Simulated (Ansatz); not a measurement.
# BSiH5 (BH2(SiH3)) at 6 levels

Wanted: a comparison of 6 runs (HSE06/STO-3G, SVWN5/STO-3G, UB3LYP/STO-3G, RPA@PBE/STO-3G, MP2/STO-3G, CCSDTQ/STO-3G) of BSiH5 (BH2(SiH3)). 

The calculation is run with Ansatz 0.2.0.

49 further runs of the same task are left out: 1 that didn't finish, 48 set aside as unsound or not needed.

**1. The structure to begin with**

BSiH5 has 7 atoms, charge 0, and is taken as a singlet. SMILES: `[H]B([H])[SiH3]`. The H7–Si4 distance was set to 2.948 Å, away from the relaxed value. At this shape a bond of the SMILES string is far longer than usual.

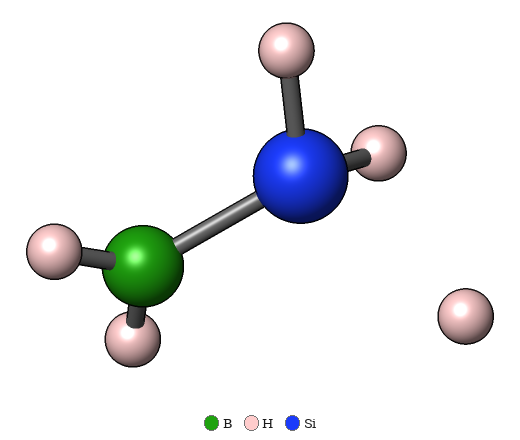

Viewed from a chosen angle; boron green, hydrogen pink, silicon blue.

**2. The energy at HSE06/STO-3G (run 1)**

Contents of input.yaml:

```yaml
crystal:
  periodic: [false, false, false]
  atoms:
    - {symbol: B, position_ang: [0.826856, 1.535212, 1.374213]}
    - {symbol: H, position_ang: [1.996456, 1.573582, 1.395653]}
    - {symbol: H, position_ang: [0.270536, 2.563632, 1.320253]}
    - {symbol: Si, position_ang: [-0.146364, -0.161318, 1.386653]}
    - {symbol: H, position_ang: [-1.482434, -0.109058, 2.001243]}
    - {symbol: H, position_ang: [0.531846, -1.267528, 2.081323]}
    - {symbol: H, position_ang: [-0.608990, -1.154610, -1.349820]}
basis:
  gaussian:
    orbitals: STO-3G
hamiltonian:
  xc: {name: HSE06}
accuracy: high
```

Launch:

```bash
$ ansatz run input.yaml --threads 1 --pin off --max-ram 2610MiB --events-out events.jsonl --progress --plain --runs-dir runs
```

The log of the run:

```text
Warning: RAYON_NUM_THREADS=1 ignored (pool sized by the plan → 1); use --threads N
Functional definition: HSE06
  name "HSE06"
  parameter a = 0.25
  parameter omega = 0.11/bohr
  exchange = pbe_x - a*pbe_x_sr(omega) + a*exact_x_sr(omega)
  correlation = pbe_c
332 factors; integrals over basis functions are off by at most 6.2e-9 eV
67 factors; integrals over basis functions are off by at most 4.9e-10 eV
mean field evaluation 1: about -8517.8643 eV, gradient 2.4e1 eV
mean field evaluation 2: about -8511.5775 eV, gradient 2.6e1 eV
mean field evaluation 4: about -8522.1632 eV, gradient 1.4e1 eV
mean field evaluation 8: about -8523.1693 eV, gradient 8.8e0 eV
mean field -8523.61143395 eV, -313.2369426862 hartree, gradient 3.2e-8 eV, S^2 0.000000; 0 other end points of the search recorded, 0 dependent functions left out
reference -8523.61143611 eV, -313.2369427657 hartree; 12, 12 occupied and 7, 7 virtual orbitals, 332 factors
Total energy: -8523.61143611 eV, -313.2369427657 hartree
```

It took 1.4 s on 1 thread of Arm Neoverse V2, shared host; peak memory 0.1 GiB.

**3. The energy at SVWN5/STO-3G (run 2)**

input.yaml: that of step 2 with these lines changed.

```diff
@@ -13,4 +13,6 @@
     orbitals: STO-3G
+magnetization:
+  spin_polarized: false
+accuracy: high
 hamiltonian:
-  xc: {name: HSE06}
-accuracy: high
+  xc: {name: SVWN5}
```

Launch:

```bash
$ ansatz run input.yaml --threads 1 --pin off --max-ram 2610MiB --events-out events.jsonl --progress --plain --runs-dir runs
```

The log of the run:

```text
Warning: RAYON_NUM_THREADS=1 ignored (pool sized by the plan → 1); use --threads N
Functional definition: SVWN5
  name "SVWN5"
  exchange = slater_x
  correlation = vwn5_c
332 factors; integrals over basis functions are off by at most 6.2e-9 eV
mean field evaluation 1: about -8481.3033 eV, gradient 2.7e1 eV
mean field evaluation 2: about -8473.8161 eV, gradient 3.0e1 eV
mean field evaluation 4: about -8482.0467 eV, gradient 2.1e1 eV
mean field evaluation 8: about -8486.6988 eV, gradient 5.7e0 eV
mean field evaluation 16: about -8482.9920 eV, gradient 1.3e1 eV
mean field -8486.81988188 eV, -311.8848780859 hartree, gradient 1.8e-8 eV, S^2 0.000000; 1 other end points of the search recorded, 0 dependent functions left out
reference -8486.81988398 eV, -311.8848781633 hartree; 12, 12 occupied and 7, 7 virtual orbitals, 332 factors
Total energy: -8486.81988398 eV, -311.8848781633 hartree
```

Run time: 1 s. Hardware: 1 thread of Arm Neoverse V2, shared host; peak memory 0.094 GiB.

Runs 3 to 5 aren't shown in full; the table further down has their settings and results.

**4. A single-point energy at CCSDTQ/STO-3G (run 6)**

Contents of in.yaml:

```yaml
crystal:
  periodic: [false, false, false]
  atoms:
    - {symbol: B, position_ang: [0.826856, 1.535212, 1.374213]}
    - {symbol: H, position_ang: [1.996456, 1.573582, 1.395653]}
    - {symbol: H, position_ang: [0.270536, 2.563632, 1.320253]}
    - {symbol: Si, position_ang: [-0.146364, -0.161318, 1.386653]}
    - {symbol: H, position_ang: [-1.482434, -0.109058, 2.001243]}
    - {symbol: H, position_ang: [0.531846, -1.267528, 2.081323]}
    - {symbol: H, position_ang: [-0.608990, -1.154610, -1.349820]}
basis:
  gaussian:
    orbitals: STO-3G
correlation:
  method: ccsdtq
  frozen_orbitals: {B: 1, H: 0, Si: 5}
accuracy: high
scf:
  omitted_lower_state_checks: [cluster_reference, increment]
```

Launch:

```bash
$ ansatz run in.yaml --threads 1 --pin off --max-ram 2610MiB --events-out events.jsonl --progress --plain --runs-dir runs
```

The log of the run:

```text
Warning: RAYON_NUM_THREADS=1 ignored (pool sized by the plan → 1); use --threads N
[... 12 lines left out ...]
6 core orbitals not correlated: weight in the atoms' cores, before any rotation towards them, 1.000 or more for the frozen orbitals, at most 0.000 for the correlated occupied ones
[... 34 lines left out ...]
WARN: these amplitudes may be one of several solutions (largest doubles amplitude 0.68, level shift 7.77 eV)
Total energy: -8511.49014515 eV, -312.7914935392 hartree
Checks for a lower state left out: cluster_reference, increment
```

Run time: 4.2 s. Hardware: 1 thread of Arm Neoverse V2, shared host; peak memory 0.1 GiB.

**5. Overview of the runs**

| run | level | frozen core orbitals | energy (Eh) | wall time |
| --- | --- | --- | --- | --- |
| 1 | HSE06/STO-3G | – | -313.236943 | 1.4 s |
| 2 | SVWN5/STO-3G | – | -311.884878 | 1 s |
| 3 | UB3LYP/STO-3G | – | -313.465727 | 4.5 s |
| 4 | RPA@PBE/STO-3G | 6 | -312.823429 | 2.7 s |
| 5 | MP2/STO-3G | 6 | -312.700183 | 0.12 s |
| 6 | CCSDTQ/STO-3G | 6 | -312.791494 | 4.2 s |

**6. Results**

| quantity | value |
| --- | --- |
| run 6: total energy | -312.79149 Eh |
| run 6: correlation energy (6 core orbitals frozen) | -233.9 mEh |
| run 6: T1 diagnostic | 0.036 |

In words: Totals of different functionals can't be ranked against each other. In runs 4, 5, 6 the log says that unrestricted orbitals would lower the reference, so the values rest on an unstable closed-shell determinant (other closed-shell runs at this shape may share the fault). In runs 1, 2, 3, 4, 5, 6 the basis is minimal, so the values are rough. Spin contamination of the reference: run 3 ⟨S²⟩ = 0.87. Where it is this large, the reference is a mixture of spin states, and values that rest on it are in doubt. All runs together took 14 s, the longest 4.5 s.
